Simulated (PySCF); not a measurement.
Molecule: SMILES CC(=O)[SiH2][Si](C)(C)C (C₅H₁₄OSi₂). Atoms near the plane z = 0.0 Å, at the GFN2-xTB optimised geometry (x, y, z in Å): C1 (2.3, -1.9, -0.5), C2 (1.6, -0.7, 0.0), O3 (2.2, 0.3, 0.4), Si4 (-0.3, -0.7, 0.0), Si5 (-1.0, 1.6, 0.0), C7 (-2.8, 1.7, -0.4), H10 (3.4, -1.8, -0.4), H11 (2.0, -2.8, 0.1), H18 (-3.4, 1.2, 0.4), H19 (-3.2, 2.8, -0.4).

Computed with PySCF with PBE/def2-SVP. Cells within 0.4 Å of a nucleus heavier than hydrogen are left out (blank, or x). The values are rescaled to run from 0 to 1.

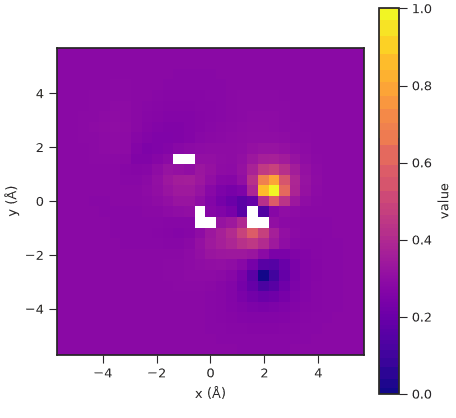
Figure. a field on the plane z = 0.0 Å.

Problem. Which quantity is mapped?
(A) electron localisation function
(B) deformation density (molecule minus spherical neutral atoms)
(C) electrostatic potential
(D) an orbital amplitude

Solution. D, an orbital amplitude. In full: LUMO amplitude (bohr^(-3/2)), clipped to [-0.25, 0.25].
